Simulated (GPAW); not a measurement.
Consider ZrB2 (P6/mmm).

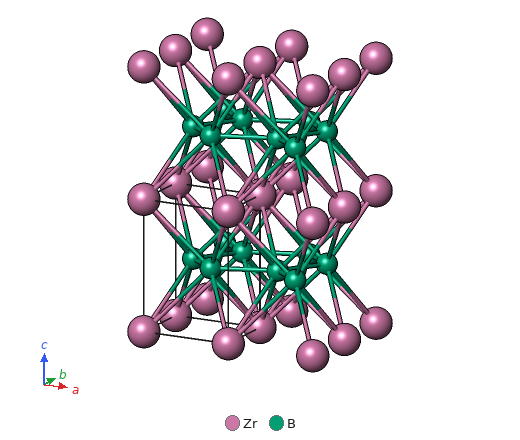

The structure (zirconium pink, boron teal). 2×2×2 cells are drawn. Some periodic images of atoms are drawn too.

```xyz
3
Lattice="3.1700 0.0000 0.0000 -1.5850 2.7453 0.0000 0.0000 0.0000 3.5330" Properties=species:S:1:pos:R:3 pbc="T T T"
Zr    0.0000    0.0000    0.0000
B     1.5850    0.9151    1.7665
B     0.0000    1.8302    1.7665
```

Absorber: atom 1, with 12 B at 2.54 Å (12-fold, site symmetry 6/mmm). Method: GPAW, LDA, excited-electron core hole (neutral cell), 18-atom cell with 5.5 Å between holes, 6×6×4 k points, dipole transitions, Gaussian full width 1.57 eV up to 4 eV, rising linearly to 3.5 eV at 25 eV.

Question: Where do the maxima of the Zr L₃ edge fall?

Main maxima up to 30 eV above the zero (height): 2.2 eV (3.02). At an L edge the dipole rule selects empty d (and weakly s) states on the absorber, and the strong line at the onset measures the empty part of its d band. 

The Zr L₃ spectrum (energy from the lowest empty level; intensity scaled to a mean of 1 over the first 20 eV; polarised curves are means over the symmetry-equivalent atoms):

```tsv
E (eV)	isotropic	ε ⊥ c	ε ∥ c
-2.0	0.00	0.00	0.00
-0.5	0.42	0.38	0.49
1.0	2.36	2.30	2.48
2.5	2.98	2.97	3.00
4.0	2.17	2.23	2.03
5.5	1.18	1.10	1.34
7.0	0.86	0.90	0.79
8.5	0.63	0.64	0.59
10.0	0.63	0.61	0.68
11.5	0.45	0.45	0.45
13.0	0.31	0.34	0.25
14.5	0.29	0.31	0.24
16.0	0.36	0.38	0.33
17.5	0.45	0.44	0.46
19.0	0.44	0.44	0.45
20.5	0.43	0.45	0.41
22.0	0.46	0.48	0.43
23.5	0.50	0.52	0.45
25.0	0.52	0.56	0.46
26.5	0.60	0.60	0.60
28.0	0.66	0.60	0.79
29.5	0.67	0.59	0.83
31.0	0.64	0.59	0.73
```

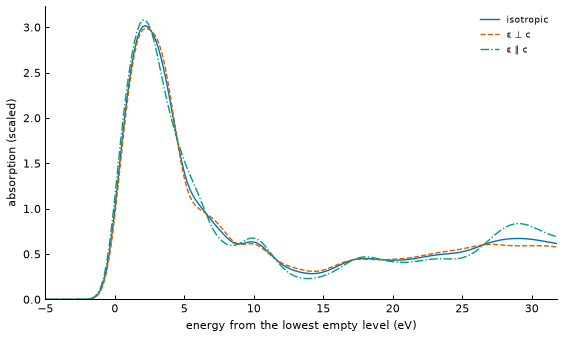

The Zr L₃ edge.

Only the L₃ part is meant: spin–orbit coupling of the core level isn't computed and the L₂ copy isn't added. The script folds with a Gaussian, whereas the core hole's own line is a Lorentzian, so the onset is too steep and the first peak too high. The holes are only 5.5 Å apart, so the shape is probably not converged with cell size; no larger cell was run here. The structure is a published determination, not relaxed.

[Banner, clock and machine lines of the logs are left out without a mark of their own.]

[Logs are printed without paths, hosts, clocks, repeated set-up lines and the standing remarks that a program may print on its own settings, such as how far it seeks lower states.]

[Hosts, paths, dates, database ids (printed as entryN), source tags and the programs' standing remarks are cut or masked in the printed files.]

[Lists of maxima count a maximum above −3 eV only where it reaches 4 % of the highest in the window and stands out from its surroundings by 2 % of it (1.5 % where it reaches 55 %); shoulders and weaker maxima are passed over, and of the rest the first, up to two pre-edge ones and the few strongest are named.]
